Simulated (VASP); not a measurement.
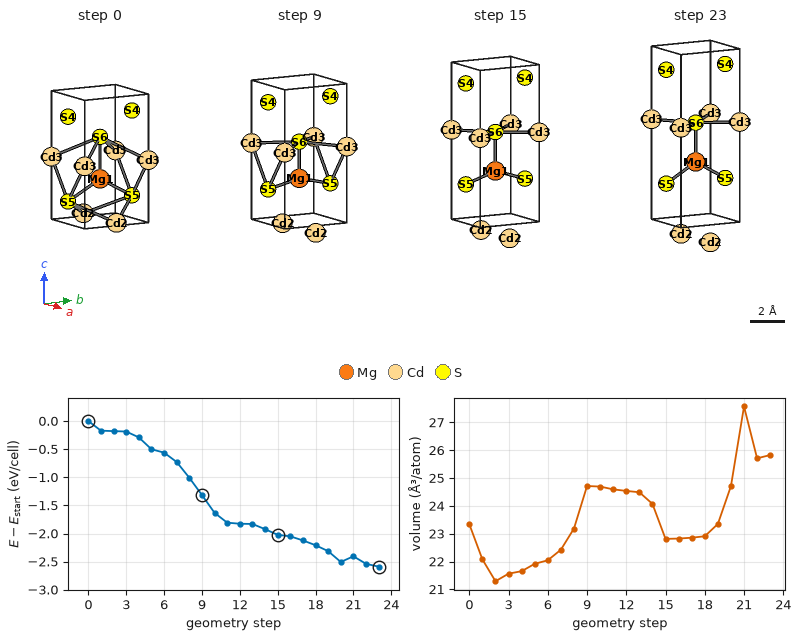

Frames of a relaxation of a crystal of MgCd2S3 (a generated structure, set up in Pmm2), marked on the history of the run. Style: ball-and-stick. Shown: the cell of the calculation, from a free direction.

The run lets cell and atoms move.

Method: Kohn-Sham DFT of a periodic cell, PBE, VASP PAW PBE potentials, recommended in VASP 6.6.1.

The input:
```
  PREC = Normal
  ENCUT = 520
  EDIFF = 1E-4
  ISMEAR = 0
  SIGMA = 0.15
  LREAL = F
  LASPH = T
  NELM = 60
  ALGO = Fast
  ISIF = 3
  LWAVE = F
  LCHARG = F
  GGA = PE
  IBRION = 2
  NSW = 24
  EDIFFG = -0.08
```

Run as
```bash
cat potpaw_PBE.64/Mg/POTCAR potpaw_PBE.64/Cd/POTCAR potpaw_PBE.64/S/POTCAR > POTCAR
mpirun -np 1 vasp_std > vasp.out
```

Question: Describe the path.

Answer: The relaxation stopped without meeting its thresholds, so the last structure isn't shown to be converged. The largest move relative to the cell is that of Cd2, 1.31 Å along −c. By element the largest moves are Cd 1.31 Å, S 0.93 Å, Mg 0.12 Å. Cell: a 3.984 → 3.549 Å (−10.9 %), b 4.462 → 4.115 Å (−7.8 %), c 7.877 → 10.612 Å (+34.7 %). Volume +10.7 %. Some distances before and after: S4–S6 2.649 → 3.991 Å, Cd2–S5 3.225 → 4.443 Å, S4–S5 2.678 → 3.630 Å, Cd3–S5 3.159 → 4.094 Å. Among the angles between lasting bonds that change: S5–Mg1–S5 123.4° → 121.3°, Mg1–S5–Mg1 123.4° → 121.3°. The space group stays Pmm2 (No. 25). The energy falls by 2.590 eV per cell of the calculation in 23 geometry steps. Largest force component: 0.79 eV/Å at the start, 0.43 eV/Å at the end. The pressure goes from −2.61 to −0.77 GPa. The volume changes by over a tenth within one run on a fixed set of plane waves, so the end point should be relaxed again from the new cell. From step 0 to 9: S6 moves most (0.71 Å), volume +5.9 %, energy −1.316 eV per cell of the calculation. From step 9 to 15: Cd2 moves most (0.35 Å), volume −7.7 %, energy −0.708 eV per cell of the calculation. From step 15 to 23: Mg1 moves most (0.25 Å), volume +13.2 %, energy −0.566 eV per cell of the calculation.
